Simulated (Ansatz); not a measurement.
FH₆NSi₃ (SMILES F[Si-]=[N+]([SiH3])[SiH3])

```xyz
11

F    -1.7576    0.5724    0.4692
N     0.4674    1.6931   -0.0799
Si   -1.1489    2.1176    0.3916
Si    1.6698    2.9623   -0.3391
Si    0.9459   -0.0076   -0.3118
H     0.9960    4.2672   -0.0814
H     2.8172    2.7936    0.5965
H     2.1754    2.9236   -1.7402
H     2.3863    0.0217   -0.7037
H     0.8015   -0.7794    0.9507
H     0.1583   -0.6390   -1.4034
```

Geometry: PBE0-D3(BJ)/pcseg-1.

These are results of isolated molecule in a Gaussian basis; Kohn-Sham density functional theory, functional PBE0 in Ansatz 0.2.0, not measurements.

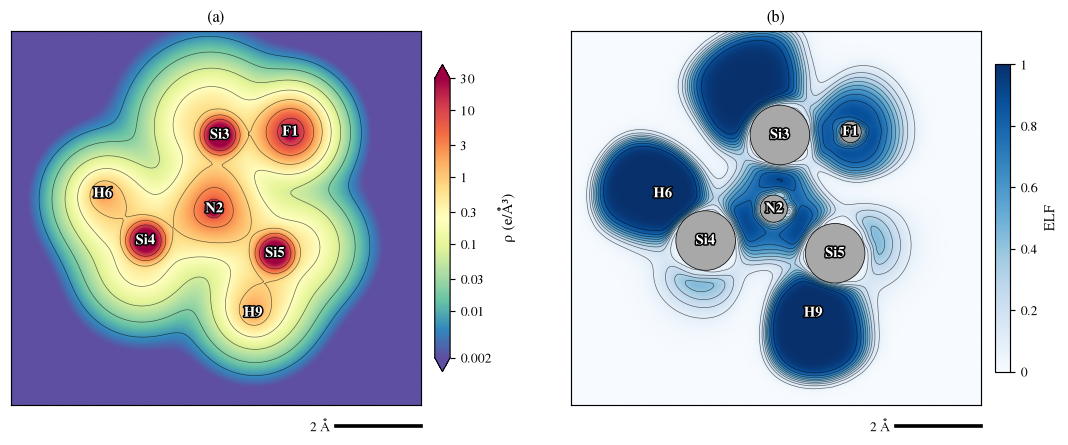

Figure 1. (a) total electron density; (b) ELF on the plane of atoms Si3, N2 and Si4. Grey discs cover the atomic cores in the ELF map.

### What do the fields say about this system?

- Atoms in the plane: F, N, Si and H.
- Si–F (1.66 Å): ρ is about 1 e/Å³ halfway; the ELF peaks at about 0.85 in the valence shell of F, 0.5 Å from its nucleus, and is about 0.55 at the midpoint.
- Si–N (1.74 Å): ρ is about 1.1 e/Å³ halfway; the ELF peaks at about 0.90 between the atoms; a shared but strongly polarised pair.
- Si–H (1.49 Å): ρ at the midpoint is about 0.82 e/Å³; the ELF climbs to about 1 towards the hydrogen, as it does in any bond to H.
- Si–N (1.78 Å): the density is about 0.98 e/Å³ at the midpoint; the ELF peaks at about 0.90 between the atoms: a shared but strongly polarised pair.
- The ELF also peaks beside F1 and Si3, away from the bonds: lone-pair regions.

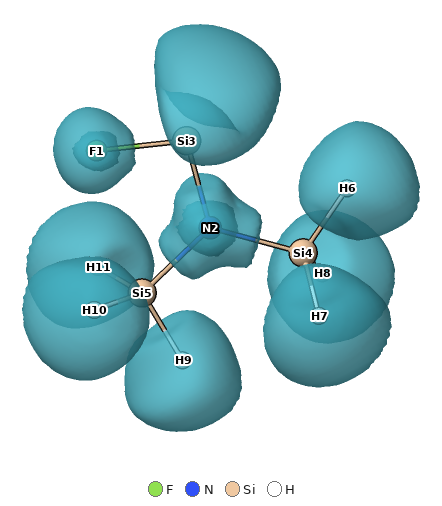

Figure 2. Isosurface of the electron localisation function at 0.75 (cyan), seen at a tilt. Core shells and regions of very low density are left out.

### What do the ELF domains correspond to?

The ELF exceeds this value in six regions around hydrogen nuclei, one region on N in which the atom's valence shell and bonds are merged, one lobe on Si, pointing away from the bonds (lone pairs) and one region wrapped around F (its lone pairs, merged into a ring or cap).

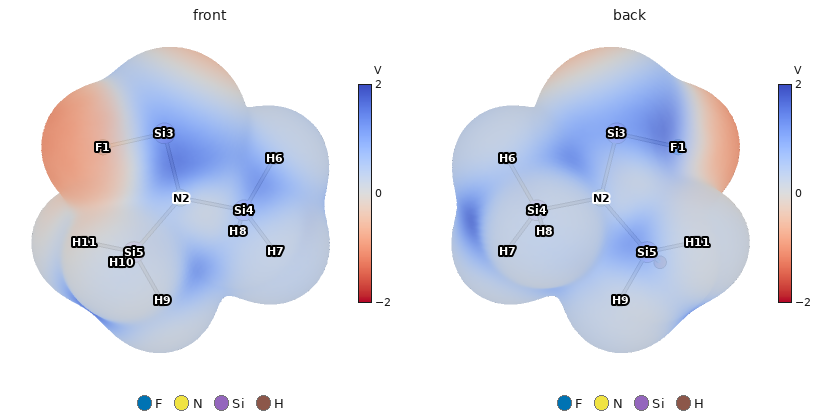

Figure 3. The electrostatic potential painted on the density surface at 0.002 e/bohr³, seen from the front and from behind; the colour scale runs from red (negative) to blue (positive).

### Describe the electrostatic potential map.

The most negative region (about −1.0 V) lies over F1, the most positive (about +1.5 V) over Si3, Si4 and Si5.

### What dipole moment does the calculation give?

Its dipole moment is 1.41 D.
